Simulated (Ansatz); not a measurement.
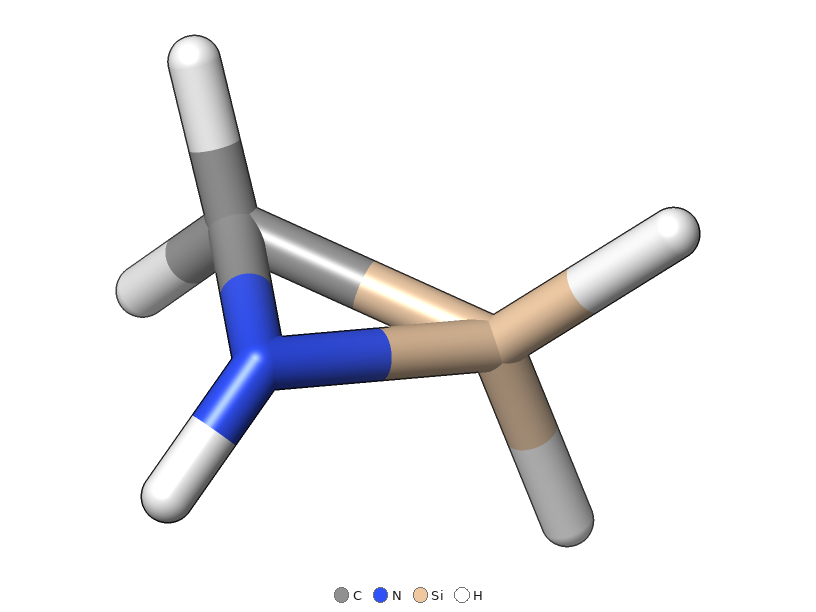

A stick model of a molecule.

Question: Which formula does it have?

Answer: CH₅NSi, 8 atoms: 1 carbon, 5 hydrogen, 1 nitrogen and 1 silicon.

Question: What is the point group of this geometry?

Answer: C1.

Question: How many atoms are distinct by symmetry?

Answer: 8: 1 C, 1 N, 1 Si, 1 H, 1 H, 1 H, 1 H, 1 H.

Question: Count the bonded pairs by element.

Answer: 2 C–H, 2 Si–H, 1 C–N, 1 N–Si, 1 N–H, 1 C–Si. Sticks follow a distance rule.

More results for the same structure follow; atom numbers are the same in all pictures, views and colours differ. Computed geometry: PBE0-D4/def2-TZVP optimisation. No frequency run is at hand to confirm it as a minimum.

**Geometry**

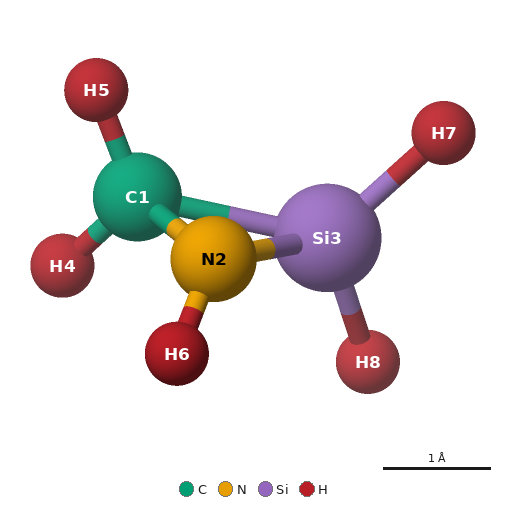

Numbered structure. No frequency run is at hand to confirm it as a minimum.

Question: Describe the coordination of atom 2.

Answer: N2 has 3 neighbours (C1 at 1.49, Si3 at 1.72, H6 at 1.01 Å); the arrangement is trigonal pyramidal.

Question: Which bond is the longest?

Answer: C1–Si3, 1.829 Å.

**Electronic properties**

No frequency run is at hand to confirm it as a minimum. Method: RKS PBE0-D4/def2-TZVPP (Ansatz 0.2.0).

Question: Estimate the dispersion correction.

Answer: −10.1 kJ/mol.

Question: Give the LUMO energy (Kohn–Sham orbital) at this level.

Answer: −0.11 eV.

Question: Give the HOMO energy (Kohn–Sham orbital) at this level.

Answer: −6.79 eV.

**Charges**

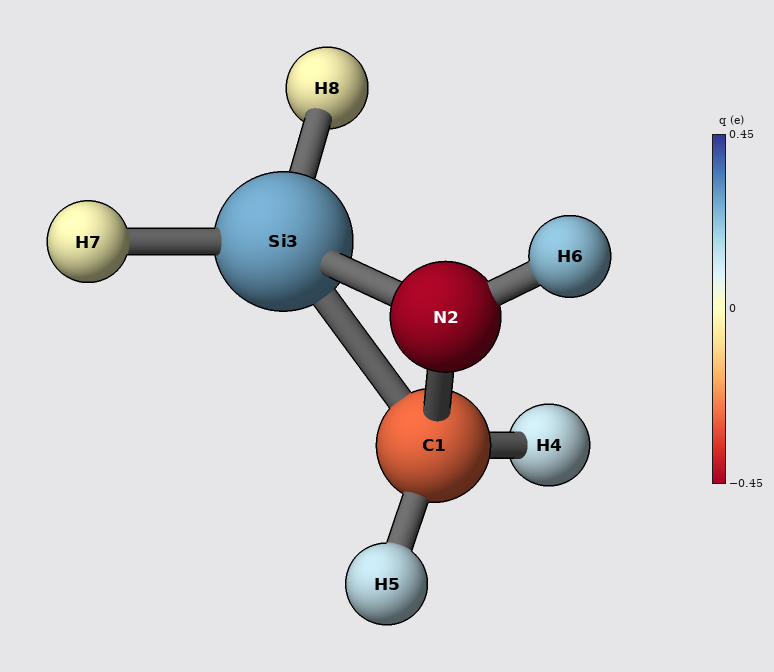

Atoms are coloured by their Mulliken charges. No frequency run is at hand to confirm it as a minimum. Properties computed with RKS PBE0-D4/def2-TZVP (Ansatz 0.2.0).

Question: Which atom carries the highest charge (most positive or least negative)?

Answer: Si3 (0.27 e).

Question: And the lowest?

Answer: N2 (−0.44 e).

Give the Mulliken charges atom by atom.

```json
{"atom": "C1", "value (e)": "−0.27"}
{"atom": "N2", "value (e)": "−0.44"}
{"atom": "Si3", "value (e)": "0.27"}
{"atom": "H4", "value (e)": "0.12"}
{"atom": "H5", "value (e)": "0.13"}
{"atom": "H6", "value (e)": "0.22"}
{"atom": "H7", "value (e)": "−0.01"}
{"atom": "H8", "value (e)": "−0.02"}
```

**Dipole moment**

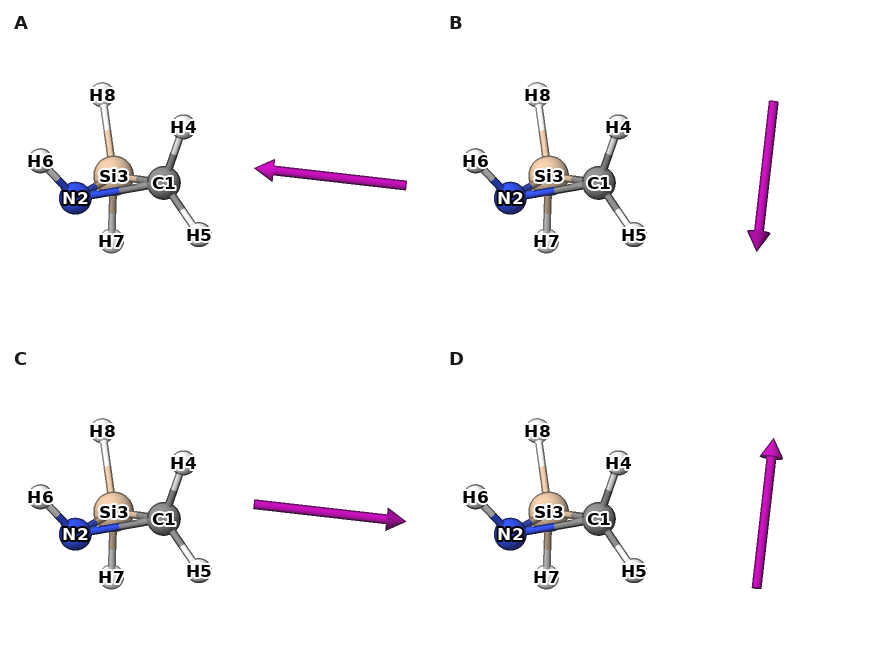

The same molecule four times, each with an arrow. No frequency run is at hand to confirm it as a minimum. Level of theory: RKS PBE0-D4/def2-TZVP (Ansatz 0.2.0).

Question: Which arrow points along the dipole moment, from the negative to the positive end?

Answer: D. The dipole moment is 1.22 D; it points from the side of H5 to the side of H8 (the outermost atoms at the two ends).

Mulliken values depend strongly on the basis set and can even reverse the polarity of a bond.
